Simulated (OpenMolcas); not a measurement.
# OH (SMILES [OH]) at U-r2SCAN/aug-cc-pVDZ

What is the vertical electron affinity of OH at U-r2SCAN/aug-cc-pVDZ? 

The results are computed with OpenMolcas 26.06.

## 1. The structure to begin with

OH has 2 atoms, charge 0, and is taken as a doublet. SMILES: `[OH]`. Geometry: relaxed at GFN2-xTB.

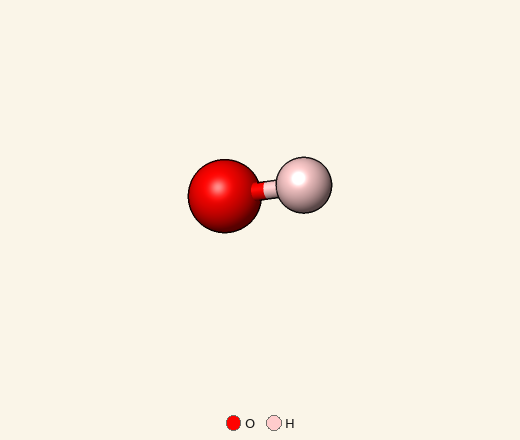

Viewed from a chosen angle; oxygen red, hydrogen pink.

## 2. A single-point energy at U-r2SCAN/aug-cc-pVDZ

File job.input:

```
&GATEWAY
  BASLIB=$CurrDir
  COORD
  2
  angstrom
  O        0.411770      -0.131830       0.212430
  H       -0.411770       0.131830      -0.212430
  BASIS=aug-cc-pVDZ
  GROUP=NoSym

&SEWARD
  GRIDINPUT
  Grid=SG1Grid
  End of Grid

&SCF
  UHF
  SPIN=2
  KSDFT=2
  1.0 MGGA_X_R2SCAN
  1.0 MGGA_C_R2SCAN
  PRORBITALS=0
```

The basis set aug-cc-pVDZ is read from a file made from the Basis Set Exchange's data (not shown).

The run is started by

```bash
$ export MOLCAS_MEM=1860
$ pymolcas job.input > job.log
```

Standard output (excerpt; [...] marks lines left out):

```text
--- Start Module: gateway ---
[...]
--- Stop Module: gateway /rc=_RC_ALL_IS_WELL_ ---
--- Start Module: seward ---
[...]
      Basis functions           32
--- Stop Module: seward /rc=_RC_ALL_IS_WELL_ ---
--- Start Module: scf ---
[...]
       Convergence after  10 Iterations
[...]
::    Total KS-DFT energy                             -75.7096236102
[...]
      Total spin, S                                     0.5017595882
[...]
      Total electronic charge=    9.000000
      Total            charge=   -0.000000
[...]
      Dipole Moment (debye):
      Origin of the operator (angstrom)=    0.3630   -0.1162    0.1872
                   X= -1.3974E+00               Y=  4.4739E-01               Z= -7.2092E-01           Total=  1.6348E+00
      Quadrupole Moment (debye*angstrom):
[...]
--- Stop Module: scf /rc=_RC_ALL_IS_WELL_ ---
[...]
```

Run time: 2.1 s. Hardware: 1 thread of Arm Neoverse V2, shared host; peak memory 0.37 GiB.

## 3. The singlet anion

File job.input:

```
&GATEWAY
  BasLib = $CurrDir
  Coord
  2
  angstrom
  O        0.411770      -0.131830       0.212430
  H       -0.411770       0.131830      -0.212430
  Basis = aug-cc-pVDZ
  Group = NoSym

&SEWARD
  GridInput
  Grid=SG1Grid
  End of Grid

&SCF
  Charge = -1
  KSDFT = 2
  1.0 MGGA_X_R2SCAN
  1.0 MGGA_C_R2SCAN
  PrOrbitals = 0
```

The basis set aug-cc-pVDZ is read from a file made from the Basis Set Exchange's data (not shown).

The run is started by

```bash
$ export MOLCAS_MEM=1860
$ pymolcas job.input > job.log
```

Standard output (excerpt; [...] marks lines left out):

```text
--- Start Module: gateway ---
[...]
--- Stop Module: gateway /rc=_RC_ALL_IS_WELL_ ---
--- Start Module: seward ---
[...]
      Basis functions           32
--- Stop Module: seward /rc=_RC_ALL_IS_WELL_ ---
--- Start Module: scf ---
[...]
       Convergence after  15 Iterations
[...]
::    Total KS-DFT energy                             -75.7704306018
[...]
      Total spin, S                                     0.0000000000
[...]
      Total electronic charge=   10.000000
      Total            charge=   -1.000000
[...]
      Dipole Moment (debye):
      Origin of the operator (angstrom)=    0.3630   -0.1162    0.1872
                   X= -1.0049E+00               Y=  3.2174E-01               Z= -5.1844E-01           Total=  1.1757E+00
      Center of Charge (angstrom)
[...]
--- Stop Module: scf /rc=_RC_ALL_IS_WELL_ ---
[...]
```

Wall time 2.2 s (1 thread of Arm Neoverse V2, shared host); peak memory 0.37 GiB.

## 4. Outcome

Level: U-r2SCAN/aug-cc-pVDZ.

| quantity | value |
| --- | --- |
| doublet OH: total energy | -75.70962 Eh |
| doublet OH: dipole moment | 1.63 D |
| doublet OH: HOMO energy (highest over α and β) | -7.71 eV |
| doublet OH: LUMO energy (lowest over α and β) | -5.46 eV |
| doublet OH: ⟨S²⟩ | 0.754 |
| singlet anion: total energy | -75.77043 Eh |
| singlet anion: HOMO energy | 2.09 eV |
| singlet anion: LUMO energy | 4.43 eV |
| singlet anion: HOMO–LUMO gap (to an unbound level, set by the basis) | 2.34 eV |
| vertical electron affinity (to the singlet anion) | 1.655 eV |

In words: This program's gradients are faulty for this kind of reference, so any forces in the log (doublet OH) can't be trusted; the energy can. At fixed nuclei the extra electron is bound by 1.65 eV (160 kJ/mol). The HOMO (singlet anion) lies at positive energy, 2.09 eV, as semi-local functionals often give for anions; only total energies tell whether the electron is bound.
